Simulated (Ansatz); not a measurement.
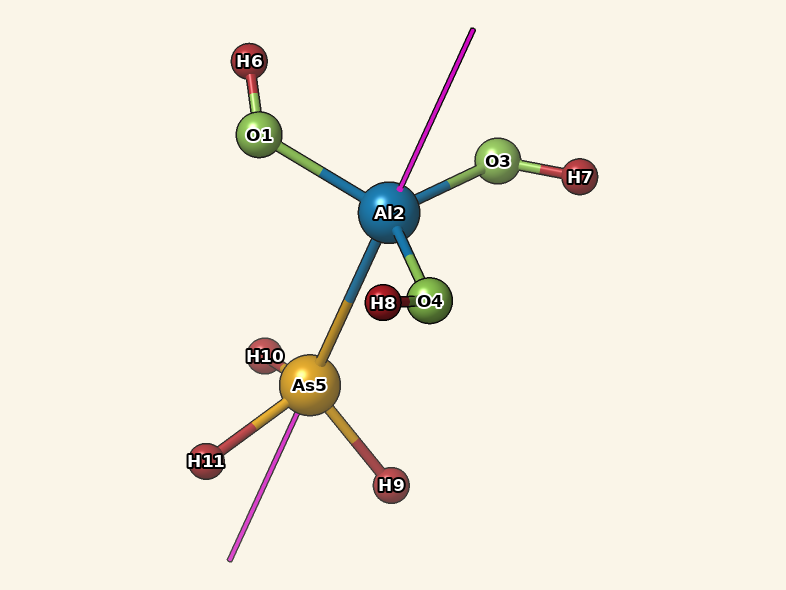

A line through the centre of mass is drawn in. Atoms fade into the background with distance from the viewer. The computed structure is the end point of a PBE0-D4/def2-TZVP optimisation.

> Is the line a proper rotation axis of the structure, and of what order?

Yes, a C3 axis. A turn by 120° leaves Al2, As5 in place and moves O1 → O3 → O4 → O1; H6 → H7 → H8 → H6; H9 → H11 → H10 → H9. The point group is C3.
